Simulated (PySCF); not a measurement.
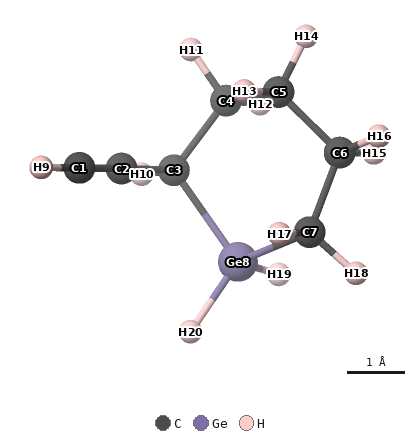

Fig. 1: The input geometry (ball-and-stick view, seen on its broad side; atoms are numbered from 1 in the order of the input). Sticks mark near contacts. Bond lengths as drawn: C–C 1.21 to 1.54 Å, C–Ge 1.96 to 1.99 Å, C–H 1.07 to 1.11 Å and Ge–H 1.54 to 1.55 Å.

Run report: C$_{7}$H$_{12}$Ge, excited-state calculation

- system: C$_{7}$H$_{12}$Ge
- method: TDDFT CAM-B3LYP/def2-SVPD, vertical, gas phase, core orbitals frozen in the response (PySCF 2.14.0)

The geometry comes from this level: PBE0-D3(BJ)/def2-SVP. It belongs to a series of runs on one base structure; here: constitutional isomer.

### What the program printed
```
coarse grid: 73344 points
cycle   1  E = -2350.3601608294  dE =  3.638e-01  |g| = 5.154e-01  |ddm| = 1.026e+01
cycle   2  E = -2350.3765080901  dE = -1.635e-02  |g| = 4.828e-01  |ddm| = 2.016e+00
cycle   3  E = -2350.4116707901  dE = -3.516e-02  |g| = 4.095e-02  |ddm| = 8.842e-01
cycle   4  E = -2350.4119032405  dE = -2.325e-04  |g| = 2.379e-02  |ddm| = 2.072e-01
cycle   5  E = -2350.4120290850  dE = -1.258e-04  |g| = 1.002e-02  |ddm| = 7.658e-02
cycle   6  E = -2350.4120520119  dE = -2.293e-05  |g| = 2.080e-03  |ddm| = 2.036e-02
cycle   7  E = -2350.4120531387  dE = -1.127e-06  |g| = 4.099e-04  |ddm| = 6.254e-03
final grid: 155960 points
cycle   8  E = -2350.4120347538  dE = -1.010e-07  |g| = 4.664e-04  |ddm| = 1.251e-02
cycle   9  E = -2350.4120347272  dE =  2.668e-08  |g| = 5.777e-04  |ddm| = 2.133e-03
cycle  10  E = -2350.4120348083  dE = -8.118e-08  |g| = 9.690e-05  |ddm| = 9.664e-04
cycle  11  E = -2350.4120348106  dE = -2.251e-09  |g| = 1.369e-05  |ddm| = 1.801e-04
cycle  12  E = -2350.4120348107  dE = -6.685e-11  |g| = 5.713e-06  |ddm| = 7.489e-05
```

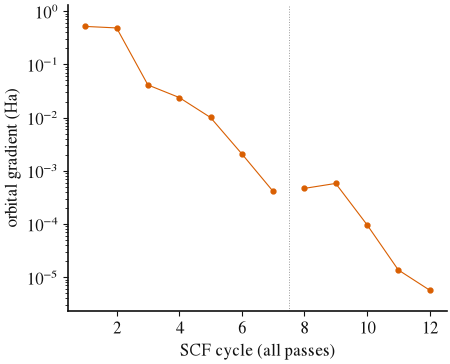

Fig. 2: Convergence of the self-consistent field: orbital gradient against the SCF cycle. The dotted line marks the change from a coarse to the final integration grid. The first 7 cycles use a coarse grid, the final grid takes over at cycle 8, and the field converges after 12 cycles in all.

```
converged SCF energy = -2350.4120348107

Static polarisability (au): isotropic 107.926, principal 97.164 105.843 120.769

Singlet excitations
state   eV       nm        f      main configurations
  1   6.1659    201.1   0.00076   H->L+7 0.16, H->L+4 0.15, H->L+3 0.13
  2   6.4972    190.8   0.03686   H->L+2 0.22, H->L+6 0.12, H->L+1 0.11
  3   6.6534    186.3   0.00195   H-1->L+2 0.28, H-1->L+6 0.21, H-1->L+5 0.13
  4   6.8798    180.2   0.01798   H->L 0.58, H->L+3 0.14
  5   7.2366    171.3   0.02363   H->L+1 0.54, H->L+2 0.15, H->L+4 0.08
  6   7.4873    165.6   0.04157   H-1->L 0.46, H->L+2 0.09, H-1->L+1 0.08
  7   7.5413    164.4   0.02564   H->L+2 0.17, H-1->L+3 0.11, H->L 0.11
  8   7.7367    160.3   0.10614   H->L+3 0.35, H->L+2 0.09
  9   7.8311    158.3   0.07656   H-1->L+1 0.29, H-2->L+1 0.23, H-2->L 0.13
 10   7.9681    155.6   0.01450   H->L+4 0.20, H->L+6 0.19

Triplet excitations (Tamm-Dancoff, eV): 5.2236 5.6689 5.7110 6.3755
Vertical ionisation energy (delta-SCF) = 8.9890 eV
```

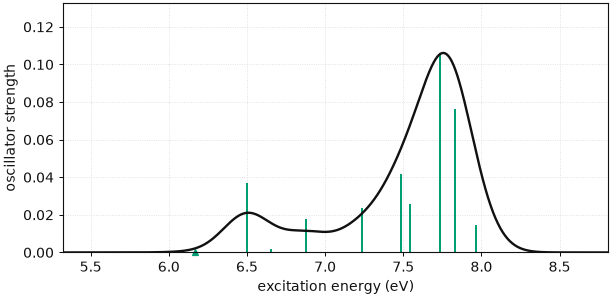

Fig. 3: Computed excitations as sticks (degenerate states added up, dark ones marked on the axis), with a Gaussian envelope of 0.35 eV full width at half maximum, scaled to the tallest. Of the 10 states the lowest lies at 6.17 eV (f = 0.001); the strongest line is at 7.74 eV, or 160 nm (f = 0.106).

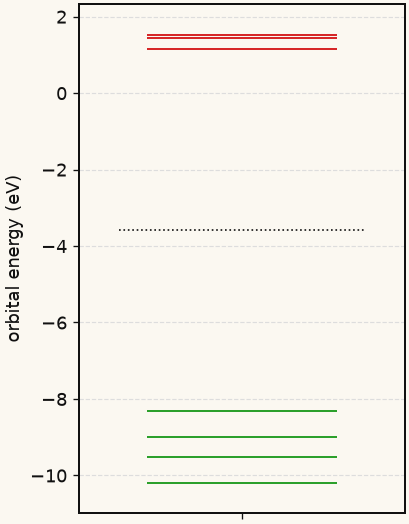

Fig. 4: Orbital energies near the frontier; the dotted line parts filled from empty levels, and levels within 0.02 eV of each other stand side by side. Highest filled −8.31 eV, lowest empty 1.14 eV, 9.45 eV apart.

This output came from the following input.

### Input
```
{"job": {"kind": "uv", "xc": "CAM-B3LYP", "basis": "def2-SVPD", "ip": true}, "charge": 0, "multiplicity": 1}
C     -1.333256     2.148191     1.392259
C     -1.099484     1.571135     0.350519
C     -0.805884     0.843487    -0.869355
C      0.689761     0.875931    -1.245169
C      1.619884     0.213926    -0.229292
C      1.467375    -1.301926    -0.096295
C      0.118672    -1.756616     0.466981
Ge    -1.344771    -1.053001    -0.623047
H     -1.553783     2.669223     2.304798
H     -1.402490     1.269117    -1.693178
H      0.996405     1.926153    -1.384244
H      0.811672     0.385858    -2.227426
H      1.466669     0.687504     0.756744
H      2.659409     0.438974    -0.517485
H      1.629589    -1.765635    -1.086821
H      2.279136    -1.684112     0.546386
H     -0.020430    -1.370044     1.490405
H      0.061361    -2.854425     0.526022
H     -1.372853    -1.732800    -2.011462
H     -2.727578    -1.159802     0.042892
```

The first line tells a small driver script what to run in PySCF; the rest is the geometry in Å.

Launch command:
```bash
OMP_NUM_THREADS=1 python <driver script> task.json out
```

### Summary

- outcome: converged
- total energy: −2350.412035 hartree
- HOMO: −8.31 eV
- LUMO: 1.14 eV
- dipole moment: 0.93 D
- mean polarisability: 107.93 a.u.
- vertical ionisation energy: 8.99 eV
- lowest singlet excitation: 6.17 eV
- hardware: 1 CPU thread, shared host
- wall time: 9 min
- peak memory: 1.3 GiB

### Notes

Spin–orbit coupling is left out, which matters for the heavy atoms.
